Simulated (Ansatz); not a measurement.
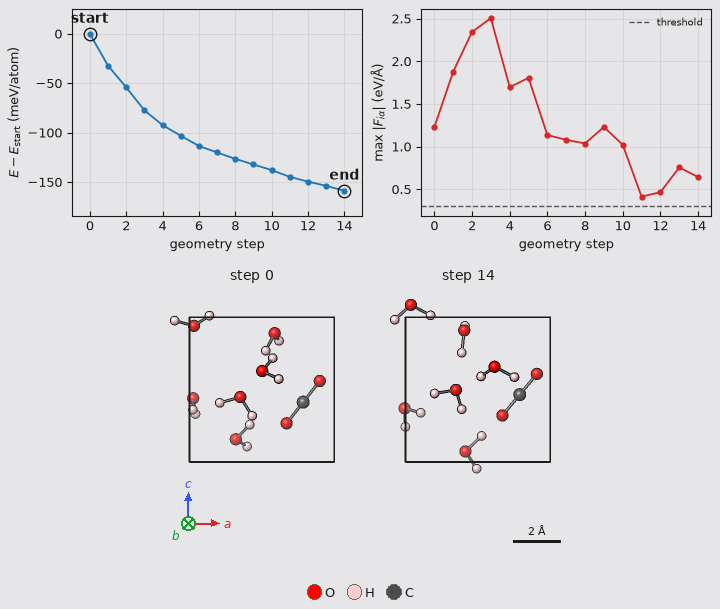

First and last geometry of a relaxation of an amorphous cell of composition H$_{12}$CO$_{8}$, with the history of the run. A ball-and-stick model of the cell of the calculation, seen along the b axis.

The cell holds 6 H2O + 1 CO2. The run prepares the start of a later molecular dynamics calculation, from a guessed geometry.

All numbers below come from DFT PBE, scalar-relativistic, plane waves, PAW (Ansatz). (plane-wave cutoff 420 eV; k-point mesh 1 × 1 × 1; occupations fermi dirac; smearing width 0.05 eV; no spin polarisation; atoms relaxed in a fixed cell; force threshold 0.3 eV/Å; at most 15 steps)

> Did the run converge, and what did it change?

The relaxation stopped without meeting its thresholds, so the last structure isn't shown to be converged. It used up its limit of 15 steps. After 14 geometry steps the energy has fallen by 159 meV per atom. Largest force component: 1.2 eV/Å at the start, 0.64 eV/Å at the end. The largest move is that of an H atom, 1.46 Å along [−2 0 1]. By element the largest moves are H 1.46 Å, O 1.31 Å, C 0.33 Å. The cell stays as it was. Among the contacts that change: H–O 0.969 → 1.002 Å, C–O 1.179 → 1.170 Å, H–O 0.969 → 0.976 Å. Among the angles between lasting bonds that change: H–O–H 104.0° → 108.0°.

Limits of the set-up: the periodic images lie only 6.3 Å apart, so the values are limited by the cell's size.
